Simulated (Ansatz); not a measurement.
# Geometry relaxation, with input and output: SiH$_{2}$O

The run: geometry relaxation of SiH$_{2}$O. Method and program: RKS PBE0-D4/def2-TZVP (Ansatz 0.2.0).

The input holds or restrains some coordinates. Figures and captions count atoms from 1; the log counts them from 0 in places.

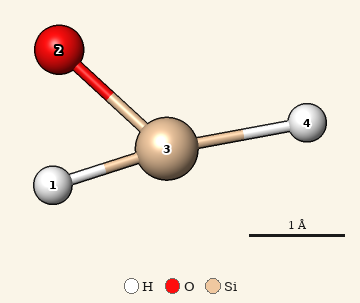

*The structure as given in the input (ball-and-stick view, seen at a tilt; atoms are numbered from 1 in the order of the input).*

**Summary**

| quantity | value |
| --- | --- |
| outcome | converged under the restraints of the input |
| total energy | −9949.2049 eV |
| mean-field energy | −9949.1695 eV |
| largest force (length of the vector) at the end, held atoms and coordinates included | 6.917 eV/Å |
| hardware | 1 thread of Intel Xeon (Granite Rapids), 16 GiB of memory available, shared host |
| wall time | 2.3 s |
| peak memory | 0.13 GiB |

**The input**
```yaml
crystal:
  periodic: [false, false, false]
  atoms:
    - { symbol: H, position_ang: [-1.176195, 0.113406, 0.163429] }
    - { symbol: O, position_ang: [-0.477945, -0.077505, -1.133192] }
    - { symbol: Si, position_ang: [0.090841, 0.023942, 0.304491] }
    - { symbol: H, position_ang: [1.563299, -0.059743, 0.665272] }
basis:
  gaussian: { orbitals: def2-TZVP }
hamiltonian:
  xc: pbe0
  dispersion: d4
output:
  forces: true
relax:
  f_tol: 0.02
  max_steps: 50
  escape_saddle: false
  constraints: [{ distance: [0, 2] }, { distance: [0, 1] }]
scf:
  lower_state_search: "off"
```

Launch command:
```bash
ansatz run input.yaml --threads 1 --pin off --max-ram 2560MiB --backend cpu --events-out ev --progress --plain --runs-dir out
```

**Output**
```
The last accepted step is kept in [file] (removed where the run ends without a failure and the disk answers)
Engine: ansatz 0.2.0, x86_64-unknown-linux-gnu
Functional definition: PBE0
  parameter a = 0.25
  parameter kappa = 0.804
  parameter beta = 0.06672455060314922
  exchange = (1 - a)*pbe_x(kappa = kappa, mu = beta*pi^2/3) + a*exact_x
  correlation = pbe_c(beta = beta)
these checks for a lower state are left out or cut short: stability, starts, cluster_reference, orbital_swaps, neighbouring_geometries, increment
507 factors; their error is unknown
mean field evaluation 1: about -9939.8138 eV, gradient 6.9e1 eV
mean field evaluation 2: about -9812.5257 eV, gradient 2.0e2 eV
mean field evaluation 4: about -9948.9873 eV, gradient 7.5e0 eV
mean field evaluation 8: about -9949.1223 eV, gradient 3.4e-2 eV
mean field evaluation 16: about -9949.1594 eV, gradient 1.1e-5 eV
mean field -9949.15939356 eV, -365.6248639307 hartree, gradient 1.9e-6 eV, S^2 0.000000; 0 other end points of the search recorded, 0 dependent functions left out
the calculation of the forces begins
reference -9949.15941677 eV, -365.6248647840 hartree; 12, 12 occupied and 68, 68 virtual orbitals, 507 factors
relax step   1: F+E_penalty+E_count = -9949.19478902 eV  Δ(F+E_penalty+E_count) = +0.000e0 eV  max|allowed force component| = 5.561e-1 eV/Å  Δτ_max = 0.0000 Å  (17 SCF iters, accepted)
  distance H 0 - Si 2 held at 1.277999 Å   reaction = -5.8164e0 eV/Å
  distance H 0 - O 1 held at 1.485000 Å   reaction = -1.9081e0 eV/Å
these checks for a lower state are left out or cut short: stability, starts, cluster_reference, orbital_swaps, neighbouring_geometries, increment
507 factors; their error is unknown
mean field -9949.16519472 eV, -365.6250771197 hartree, gradient 6.0e-7 eV, S^2 0.000000; 0 other end points of the search recorded, 0 dependent functions left out
the calculation of the forces begins
reference -9949.16521799 eV, -365.6250779747 hartree; 12, 12 occupied and 68, 68 virtual orbitals, 507 factors
relax step   2: F+E_penalty+E_count = -9949.20059704 eV  Δ(F+E_penalty+E_count) = -5.808e-3 eV  max|allowed force component| = 3.957e-1 eV/Å  Δτ_max = 0.0131 Å  (22 SCF iters, accepted)
  distance H 0 - Si 2 held at 1.277999 Å   reaction = -5.7291e0 eV/Å
  distance H 0 - O 1 held at 1.485000 Å   reaction = -2.0778e0 eV/Å
these checks for a lower state are left out or cut short: stability, starts, cluster_reference, orbital_swaps, neighbouring_geometries, increment
507 factors; their error is unknown
mean field evaluation 32: about -9949.1692 eV, gradient 4.7e-4 eV
mean field -9949.16919745 eV, -365.6252242171 hartree, gradient 7.2e-7 eV, S^2 0.000000; 0 other end points of the search recorded, 0 dependent functions left out
the calculation of the forces begins
reference -9949.16922077 eV, -365.6252250743 hartree; 12, 12 occupied and 68, 68 virtual orbitals, 507 factors
relax step   3: F+E_penalty+E_count = -9949.20462759 eV  Δ(F+E_penalty+E_count) = -4.031e-3 eV  max|allowed force component| = 1.230e-1 eV/Å  Δτ_max = 0.0222 Å  (22 SCF iters, accepted)
  distance H 0 - Si 2 held at 1.277999 Å   reaction = -5.6421e0 eV/Å
  distance H 0 - O 1 held at 1.485000 Å   reaction = -2.4599e0 eV/Å
these checks for a lower state are left out or cut short: stability, starts, cluster_reference, orbital_swaps, neighbouring_geometries, increment
507 factors; their error is unknown
mean field -9949.16938844 eV, -365.6252312360 hartree, gradient 6.7e-7 eV, S^2 0.000000; 0 other end points of the search recorded, 0 dependent functions left out
the calculation of the forces begins
reference -9949.16941178 eV, -365.6252320935 hartree; 12, 12 occupied and 68, 68 virtual orbitals, 507 factors
relax step   4: F+E_penalty+E_count = -9949.20480427 eV  Δ(F+E_penalty+E_count) = -1.767e-4 eV  max|allowed force component| = 5.067e-2 eV/Å  Δτ_max = 0.0062 Å  (21 SCF iters, accepted)
  distance H 0 - Si 2 held at 1.277999 Å   reaction = -5.5880e0 eV/Å
  distance H 0 - O 1 held at 1.485000 Å   reaction = -2.4093e0 eV/Å
these checks for a lower state are left out or cut short: stability, starts, cluster_reference, orbital_swaps, neighbouring_geometries, increment
507 factors; their error is unknown
mean field -9949.16948448 eV, -365.6252347652 hartree, gradient 7.7e-7 eV, S^2 0.000000; 0 other end points of the search recorded, 0 dependent functions left out
the calculation of the forces begins
reference -9949.16950780 eV, -365.6252356225 hartree; 12, 12 occupied and 68, 68 virtual orbitals, 507 factors
relax step   5: F+E_penalty+E_count = -9949.20490528 eV  Δ(F+E_penalty+E_count) = -1.010e-4 eV  max|allowed force component| = 1.590e-3 eV/Å  Δτ_max = 0.0028 Å  (14 SCF iters, accepted)
  distance H 0 - Si 2 held at 1.277999 Å   reaction = -5.6094e0 eV/Å
  distance H 0 - O 1 held at 1.485000 Å   reaction = -2.4180e0 eV/Å
```

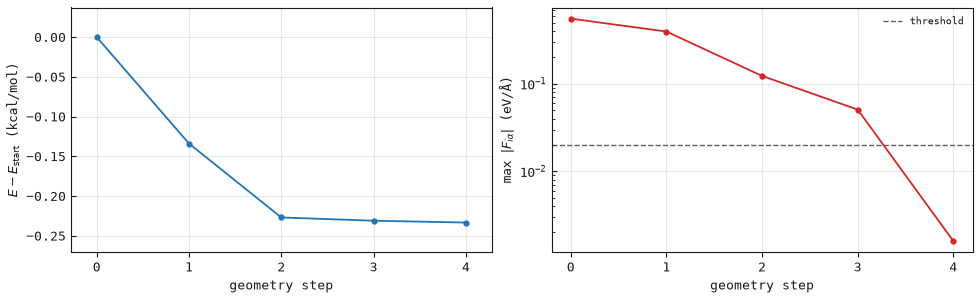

*Progress of the restrained relaxation, step by step (the first geometry is step 0 here and step 1 in the log).*

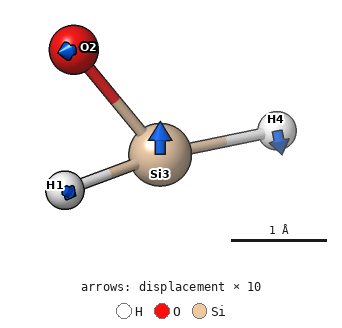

*The starting structure with the displacements as blue arrows, magnified 10 times (ball-and-stick view, seen at a tilt). The two geometries are laid on each other by the best rigid fit.*

The energy falls by 0.23 kcal/mol in 4 geometry steps. The largest force component goes from 0.56 to 0.0016 eV/Å. The largest move after the best rigid fit is that of Si3, 0.036 Å. By element the largest moves are Si 0.036 Å, H 0.027 Å, O 0.022 Å. Among the contacts that change: O2–Si3 1.549 → 1.537 Å. Among the angles that change: H1–Si3–H4 172.6° → 168.2°, O2–Si3–H4 125.0° → 129.0°. (Atoms are counted from 1 in the order of the input.)

```
Total energy: -9949.20492861 eV, -365.6265373131 hartree
Atom 0 at    -1.165145     0.113730     0.175221 Å, force    -6.661474     0.723822     1.716237 eV/Å
Atom 1 at    -0.499416    -0.076288    -1.138523 Å, force     1.084520    -0.309424    -2.138878 eV/Å
Atom 2 at     0.105710     0.019301     0.271632 Å, force     5.578544    -0.414433     0.423312 eV/Å
Atom 3 at     1.558851    -0.056643     0.691670 Å, force    -0.001590     0.000036    -0.000671 eV/Å
Dipole moment:     0.325370     0.031905     0.569049 e Å
Checks for a lower state left out: stability, starts, cluster_reference, orbital_swaps, neighbouring_geometries, increment
```

**Trajectory as extended XYZ (Å, eV, eV/Å), 5 frames, from step=1 to step=5**
```
4
Properties=species:S:1:pos:R:3:forces:R:3 step=1 energy=-9949.19479
H    -1.1762    0.1134    0.1634   -6.7131   0.6743   1.1969
O    -0.4779   -0.0775   -1.1332    1.0093  -0.2277  -1.4057
Si    0.0908    0.0239    0.3045    5.7926  -0.4666   0.0859
H     1.5633   -0.0597    0.6653   -0.0887   0.0199   0.1229
4
Properties=species:S:1:pos:R:3:forces:R:3 step=2 energy=-9949.20060
H    -1.1719    0.1135    0.1677   -6.6976   0.6920   1.3809
O    -0.4860   -0.0771   -1.1355    1.0567  -0.2543  -1.6264
Si    0.0967    0.0223    0.2929    5.6824  -0.4494   0.1655
H     1.5613   -0.0586    0.6749   -0.0414   0.0116   0.0800
4
Properties=species:S:1:pos:R:3:forces:R:3 step=3 energy=-9949.20463
H    -1.1667    0.1138    0.1749   -6.6603   0.7234   1.7154
O    -0.4966   -0.0763   -1.1367    1.0224  -0.3184  -2.2759
Si    0.1041    0.0195    0.2722    5.6600  -0.4076   0.5527
H     1.5592   -0.0569    0.6896   -0.0221   0.0026   0.0078
4
Properties=species:S:1:pos:R:3:forces:R:3 step=4 energy=-9949.20480
H    -1.1640    0.1137    0.1758   -6.6602   0.7251   1.7335
O    -0.5019   -0.0762   -1.1398    1.1225  -0.3068  -2.0838
Si    0.1070    0.0191    0.2701    5.5328  -0.4167   0.3626
H     1.5589   -0.0564    0.6939    0.0049  -0.0017  -0.0123
4
Properties=species:S:1:pos:R:3:forces:R:3 step=5 energy=-9949.20491
H    -1.1651    0.1137    0.1752   -6.6615   0.7238   1.7162
O    -0.4994   -0.0763   -1.1385    1.0845  -0.3094  -2.1389
Si    0.1057    0.0193    0.2716    5.5785  -0.4144   0.4233
H     1.5589   -0.0566    0.6917   -0.0016   0.0000  -0.0007
```
